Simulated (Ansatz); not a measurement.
**Run report: C2H8AlBO, geometry relaxation (part 2 of 2)**

The same run, continued: C2H8AlBO; RKS PBE-D4/def2-SVP (Ansatz 0.2.0). The geometry: force-field start.

Geometry of the input (Å):
```
C  -1.7452  0.0996  0.8407
O  -1.2799  -0.5267  -0.2981
B  0.1379  -0.2563  -0.3954
C  1.2804  -1.2253  0.3184
Al 0.8695  1.3265  -1.5262
H  -1.6743  1.2652  0.7409
H  -1.3097  -0.2262  1.7786
H  -2.8434  -0.0452  0.8820
H  1.8130  -0.6507  1.1021
H  1.8807  -1.6765  -0.4187
H  0.6511  -2.0491  0.8650
H  2.4573  1.6029  -1.6134
H  -0.2169  2.3270  -2.2611
```

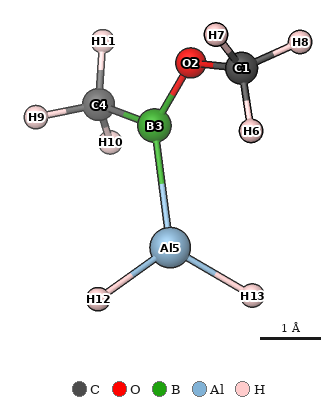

**Figure 1.** The geometry at step 17 of the log (ball-and-stick view, seen at a tilt; atoms are numbered from 1 in the order of the input).

### Trajectory as extended XYZ, continued
```
13
Properties=species:S:1:pos:R:3:forces:R:3 step=6 energy=-11508.63614
C    -1.9355    0.3006    0.8229    0.6461  -0.5644  -0.3301
O    -1.0654   -0.7137    0.2106   -0.3474   1.1998   0.9867
B     0.2167   -0.3881   -0.1745   -0.0814  -0.0420  -0.0882
C     1.3464   -1.4201    0.2118    0.0577  -0.1073  -0.1872
Al    0.7975    1.3878   -1.3468   -0.0702  -0.0351   0.0861
H    -1.8001    1.3305    0.3802    0.0553  -0.4841   0.0794
H    -1.6821    0.3339    1.9208   -0.2089   0.0848  -0.5408
H    -2.9911   -0.0210    0.7091    0.0872   0.0023  -0.0482
H     2.0023   -0.8548    0.9195   -0.0410  -0.0374   0.0129
H     2.0358   -1.7181   -0.6097   -0.0811   0.0152   0.0283
H     0.9608   -2.3189    0.7382    0.0411  -0.0090  -0.0716
H     2.3620    1.6962   -1.6222   -0.0470  -0.0138   0.0415
H    -0.2267    2.3510   -2.1450   -0.0103  -0.0091   0.0312
13
Properties=species:S:1:pos:R:3:forces:R:3 step=7 energy=-11508.81659
C    -1.9446    0.3243    0.8298    0.2813  -0.2201  -0.0920
O    -0.9995   -0.6721    0.3945   -0.2480   0.6220   0.4974
B     0.2318   -0.3889   -0.1306    0.0647   0.1001  -0.0301
C     1.3717   -1.4384    0.1697   -0.0125  -0.1195  -0.0165
Al    0.7838    1.3687   -1.3232   -0.0898  -0.0193   0.0050
H    -1.8081    1.3196    0.3225    0.0576  -0.3632   0.0687
H    -1.8006    0.4613    1.9343   -0.1396   0.0324  -0.3840
H    -2.9819   -0.0404    0.6518    0.1998   0.0104  -0.0172
H     1.9999   -0.9223    0.9407   -0.0504  -0.0552  -0.0331
H     2.0804   -1.6608   -0.6564   -0.0938   0.0093  -0.0094
H     0.9920   -2.3790    0.6244    0.0625   0.0042  -0.0684
H     2.3437    1.6773   -1.6116   -0.0269  -0.0011   0.0496
H    -0.2482    2.3157   -2.1312   -0.0050   0.0000   0.0299
13
Properties=species:S:1:pos:R:3:forces:R:3 step=9 energy=-11508.93156
C    -1.9270    0.3778    0.8131    0.0996   0.1191   0.4566
O    -0.8595   -0.5703    0.7429    0.3457   0.4360  -0.6961
B     0.2844   -0.3826   -0.0227   -0.4420  -0.0343   0.6663
C     1.3970   -1.4927    0.1413    0.1008  -0.0885   0.0678
Al    0.7436    1.3673   -1.2532   -0.1303  -0.1019  -0.1486
H    -1.7763    1.2575    0.1318    0.0290  -0.2721   0.1442
H    -1.9974    0.7546    1.8759   -0.0360  -0.1803  -0.5591
H    -2.8918   -0.1179    0.5495    0.2172   0.0461   0.0612
H     2.0682   -1.1240    0.9655   -0.1346  -0.0996  -0.1949
H     2.0602   -1.6149   -0.7452   -0.1031  -0.0063   0.1156
H     1.0010   -2.4865    0.4571    0.0619   0.1542  -0.0342
H     2.2743    1.7660   -1.5761   -0.0142  -0.0020   0.0883
H    -0.3562    2.2308   -2.0651    0.0061   0.0295   0.0331
13
Properties=species:S:1:pos:R:3:forces:R:3 step=10 energy=-11508.93858
C    -1.9133    0.4119    0.8286   -0.1171  -0.2534  -0.6694
O    -0.8578   -0.5172    0.6966    0.1260  -0.3022   0.5303
B     0.3057   -0.3689    0.0067   -0.1804  -0.0048   0.1159
C     1.3963   -1.4994    0.1347   -0.0260  -0.1071   0.0281
Al    0.7190    1.3163   -1.2223    0.1652   0.4107  -0.3003
H    -1.7430    1.3142    0.1980   -0.0011   0.0977   0.0523
H    -2.0622    0.7145    1.8824    0.1128  -0.0556   0.1042
H    -2.8342   -0.0942    0.4623   -0.0615   0.1893   0.1442
H     2.1775   -1.0935    0.8210    0.0179  -0.0369  -0.0283
H     1.9263   -1.6990   -0.8224   -0.0136  -0.0231   0.0660
H     1.0286   -2.4555    0.5653   -0.0065   0.0445  -0.0189
H     2.2317    1.8420   -1.3964    0.0435   0.0262   0.0121
H    -0.3541    2.0940   -2.1398   -0.0592   0.0147  -0.0362
13
Properties=species:S:1:pos:R:3:forces:R:3 step=12 energy=-11508.97928
C    -1.8907    0.4202    0.8367    0.0162  -0.0446  -0.1279
O    -0.8594   -0.5408    0.7411    0.1508  -0.2036   0.1232
B     0.2985   -0.3938    0.0317   -0.1454   0.3999  -0.1784
C     1.3899   -1.5281    0.1150   -0.0803  -0.1632   0.0813
Al    0.6916    1.3562   -1.2210    0.0892  -0.0657   0.0118
H    -1.6929    1.3009    0.1814    0.0054   0.0479  -0.0005
H    -1.9893    0.7694    1.8855    0.0154  -0.0238   0.0061
H    -2.8530   -0.0364    0.5224    0.0205  -0.0006   0.0375
H     2.2091   -1.1629    0.7774   -0.0098   0.0019  -0.0196
H     1.8754   -1.7453   -0.8608   -0.0198   0.0360   0.0184
H     1.0070   -2.4790    0.5412    0.0027  -0.0090   0.0321
H     2.1182    2.1089   -1.1467   -0.0119   0.0277   0.0176
H    -0.2838    1.8958   -2.3893   -0.0329  -0.0028  -0.0014
13
Properties=species:S:1:pos:R:3:forces:R:3 step=13 energy=-11508.98762
C    -1.8770    0.4073    0.8346   -0.0077  -0.0202   0.0625
O    -0.8275   -0.5370    0.7503   -0.0756   0.0876  -0.0527
B     0.3039   -0.3626    0.0066    0.0004  -0.2735   0.2105
C     1.3645   -1.5337    0.1134   -0.0042   0.0808  -0.0749
Al    0.7092    1.3644   -1.2180    0.0541   0.1482  -0.1788
H    -1.7017    1.2875    0.1710   -0.0159  -0.0084  -0.0026
H    -1.9702    0.7638    1.8817   -0.0122   0.0136   0.0003
H    -2.8338   -0.0748    0.5448    0.0079   0.0149  -0.0140
H     2.2103   -1.1579    0.7326    0.0452  -0.0190   0.0167
H     1.8145   -1.7830   -0.8708    0.0264  -0.0741   0.0111
H     0.9700   -2.4573    0.5903    0.0011   0.0785  -0.0487
H     2.0974    2.1789   -1.0940   -0.0104  -0.0016   0.0410
H    -0.2391    1.8696   -2.4278   -0.0091  -0.0267   0.0297
13
Properties=species:S:1:pos:R:3:forces:R:3 step=15 energy=-11508.99431
C    -1.8717    0.4177    0.8432    0.0131  -0.0413  -0.0445
O    -0.8302   -0.5337    0.7524    0.0319   0.0008   0.0073
B     0.3087   -0.3745    0.0147   -0.0323   0.0355  -0.0099
C     1.3685   -1.5451    0.1051    0.0301   0.0269  -0.0118
Al    0.7037    1.3726   -1.2239    0.0761   0.0655  -0.0467
H    -1.6903    1.2974    0.1807    0.0060   0.0226   0.0000
H    -1.9675    0.7730    1.8898    0.0076  -0.0002   0.0168
H    -2.8302   -0.0539    0.5430   -0.0078   0.0005   0.0083
H     2.2339   -1.1828    0.7088   -0.0261  -0.0170  -0.0233
H     1.7979   -1.8234   -0.8821   -0.0219   0.0121   0.0288
H     0.9668   -2.4560    0.5941   -0.0073  -0.0202   0.0164
H     2.0448    2.2667   -1.0216   -0.1114  -0.0572  -0.0043
H    -0.2139    1.8071   -2.4895    0.0418  -0.0281   0.0629
13
Properties=species:S:1:pos:R:3:forces:R:3 step=17 energy=-11508.99951
C    -1.8599    0.4245    0.8505   -0.0015   0.0235  -0.0097
O    -0.8163   -0.5211    0.7571   -0.0580  -0.0389   0.0483
B     0.3165   -0.3686    0.0130    0.0279   0.0247  -0.0281
C     1.3582   -1.5546    0.0944    0.0696  -0.0429  -0.0155
Al    0.7117    1.3762   -1.2197    0.0102   0.0466  -0.0166
H    -1.6750    1.3175    0.2036   -0.0024  -0.0147   0.0135
H    -1.9635    0.7643    1.9023   -0.0016   0.0048  -0.0105
H    -2.8163   -0.0442    0.5375    0.0102   0.0115   0.0006
H     2.2746   -1.1961    0.6197   -0.0414  -0.0250  -0.0274
H     1.7062   -1.8830   -0.9110   -0.0198   0.0105   0.0599
H     0.9647   -2.4364    0.6450    0.0227   0.0363  -0.0254
H     1.9287    2.3947   -0.8983   -0.0518  -0.0321  -0.0170
H    -0.1090    1.6919   -2.5792    0.0358  -0.0042   0.0279
13
Properties=species:S:1:pos:R:3:forces:R:3 step=18 energy=-11509.00064
C    -1.8543    0.4286    0.8553   -0.0096   0.0437  -0.0040
O    -0.8133   -0.5184    0.7608   -0.0517  -0.0510   0.0515
B     0.3179   -0.3694    0.0138    0.0451   0.0163  -0.0380
C     1.3549   -1.5606    0.0893    0.0902  -0.0595  -0.0189
Al    0.7117    1.3762   -1.2173   -0.0045   0.0745  -0.0371
H    -1.6633    1.3268    0.2167   -0.0035  -0.0199   0.0124
H    -1.9622    0.7617    1.9090   -0.0027   0.0035  -0.0132
H    -2.8109   -0.0340    0.5338    0.0103   0.0101  -0.0007
H     2.2932   -1.2035    0.5775   -0.0742  -0.0369  -0.0395
H     1.6654   -1.9114   -0.9225   -0.0290   0.0258   0.0941
H     0.9692   -2.4295    0.6671    0.0356   0.0559  -0.0413
H     1.8618    2.4555   -0.8442   -0.0568  -0.0508  -0.0234
H    -0.0496    1.6432   -2.6244    0.0509  -0.0118   0.0582
13
Properties=species:S:1:pos:R:3:forces:R:3 step=20 energy=-11509.00365
C    -1.8451    0.4374    0.8633   -0.0080   0.0130   0.0001
O    -0.8140   -0.5216    0.7720    0.0145  -0.0146   0.0008
B     0.3145   -0.3774    0.0160    0.0200   0.0095  -0.0156
C     1.3523   -1.5700    0.0796    0.0100  -0.0064   0.0013
Al    0.7019    1.3736   -1.2124   -0.0083   0.0426  -0.0111
H    -1.6378    1.3352    0.2301    0.0014   0.0020  -0.0030
H    -1.9572    0.7698    1.9163    0.0020  -0.0016   0.0012
H    -2.8049   -0.0101    0.5315    0.0001  -0.0025  -0.0007
H     2.3092   -1.2138    0.5247   -0.0198  -0.0050  -0.0087
H     1.6200   -1.9402   -0.9347   -0.0094   0.0102   0.0139
H     0.9855   -2.4262    0.6836    0.0019  -0.0002   0.0005
H     1.7462    2.5291   -0.7769   -0.0176  -0.0295   0.0009
H     0.0498    1.5795   -2.6783    0.0130  -0.0176   0.0204
13
Properties=species:S:1:pos:R:3:forces:R:3 step=21 energy=-11509.00178 accepted=F
C    -1.8337    0.4475    0.8716   -0.0011  -0.0261   0.0117
O    -0.8089   -0.5193    0.7830    0.0152   0.0259  -0.0283
B     0.3147   -0.3770    0.0164   -0.0287  -0.0042   0.0285
C     1.3473   -1.5753    0.0658   -0.0011   0.0227  -0.0065
Al    0.6848    1.3828   -1.2032    0.0575  -0.0081  -0.0713
H    -1.6142    1.3458    0.2428    0.0024   0.0097  -0.0071
H    -1.9496    0.7785    1.9244    0.0010  -0.0007   0.0067
H    -2.7954    0.0103    0.5311    0.0006  -0.0044   0.0011
H     2.3252   -1.2231    0.4639   -0.0015  -0.0015  -0.0052
H     1.5656   -1.9629   -0.9534    0.0011   0.0025  -0.0005
H     0.9981   -2.4188    0.6966   -0.0104  -0.0072   0.0091
H     1.6272    2.5993   -0.6843   -0.0890  -0.0540  -0.0725
H     0.1594    1.4773   -2.7400    0.0541   0.0454   0.1343
13
Properties=species:S:1:pos:R:3:forces:R:3 step=23 energy=-11509.00436 accepted=F
C    -1.8318    0.4479    0.8700    0.0019  -0.0086  -0.0006
O    -0.8067   -0.5186    0.7812    0.0126   0.0189  -0.0203
B     0.3170   -0.3800    0.0148    0.0008  -0.0127   0.0104
C     1.3470   -1.5797    0.0683    0.0080  -0.0002  -0.0001
Al    0.6951    1.3745   -1.2083   -0.0086   0.0449  -0.0159
H    -1.6149    1.3450    0.2381   -0.0018   0.0010   0.0010
H    -1.9450    0.7809    1.9226    0.0010  -0.0008   0.0023
H    -2.7938    0.0085    0.5333    0.0010  -0.0015   0.0018
H     2.3253   -1.2281    0.4673   -0.0159  -0.0088  -0.0091
H     1.5665   -1.9700   -0.9503   -0.0034   0.0059   0.0171
H     0.9939   -2.4208    0.7011    0.0034   0.0018  -0.0033
H     1.6101    2.6079   -0.6913   -0.0371  -0.0480  -0.0407
H     0.1577    1.4975   -2.7320    0.0380   0.0081   0.0574
13
Properties=species:S:1:pos:R:3:forces:R:3 step=24 energy=-11509.00479
C    -1.8359    0.4444    0.8694    0.0013  -0.0094   0.0033
O    -0.8085   -0.5193    0.7793    0.0032   0.0113  -0.0107
B     0.3161   -0.3786    0.0153   -0.0054  -0.0043   0.0099
C     1.3477   -1.5766    0.0710    0.0020   0.0046  -0.0007
Al    0.6936    1.3765   -1.2076    0.0108   0.0100  -0.0174
H    -1.6228    1.3418    0.2369    0.0002   0.0022  -0.0011
H    -1.9483    0.7771    1.9222    0.0007   0.0001   0.0012
H    -2.7971    0.0017    0.5348    0.0002  -0.0006   0.0007
H     2.3203   -1.2241    0.4818   -0.0024  -0.0027  -0.0028
H     1.5795   -1.9609   -0.9465   -0.0013   0.0006   0.0020
H     0.9912   -2.4219    0.6959   -0.0012   0.0000   0.0004
H     1.6469    2.5863   -0.7184   -0.0149  -0.0112  -0.0038
H     0.1379    1.5188   -2.7192    0.0068  -0.0008   0.0190
13
Properties=species:S:1:pos:R:3:forces:R:3 step=26 energy=-11509.00509
C    -1.8290    0.4497    0.8756    0.0063  -0.0066  -0.0013
O    -0.8037   -0.5160    0.7833   -0.0022   0.0113  -0.0081
B     0.3177   -0.3795    0.0138   -0.0085  -0.0034   0.0122
C     1.3434   -1.5827    0.0639    0.0068  -0.0016  -0.0026
Al    0.6921    1.3771   -1.2071    0.0152   0.0191  -0.0112
H    -1.6150    1.3473    0.2430   -0.0011  -0.0023   0.0023
H    -1.9384    0.7827    1.9287   -0.0004  -0.0001  -0.0001
H    -2.7918    0.0093    0.5425   -0.0001   0.0001   0.0014
H     2.3297   -1.2355    0.4453   -0.0061  -0.0041  -0.0035
H     1.5448   -1.9808   -0.9552   -0.0017   0.0019   0.0081
H     0.9938   -2.4175    0.7069    0.0032   0.0042  -0.0038
H     1.5543    2.6380   -0.6749   -0.0198  -0.0235  -0.0150
H     0.2227    1.4734   -2.7512    0.0084   0.0050   0.0217
```

### Key numbers

- outcome: converged
- total energy: −11509.0051 eV
- mean-field energy: −11508.7734 eV
- dispersion energy: −0.2317 eV
- SCF solution under orbital rotations: stable
- largest force (length of the vector) at the end: 0.034 eV/Å
- dipole moment: 1.51 D
- hardware: 4 threads of Arm Neoverse V1, 23 GiB of memory available, shared host
- wall time: 36 s (CPU time 2.2 min)
- peak memory: 0.16 GiB
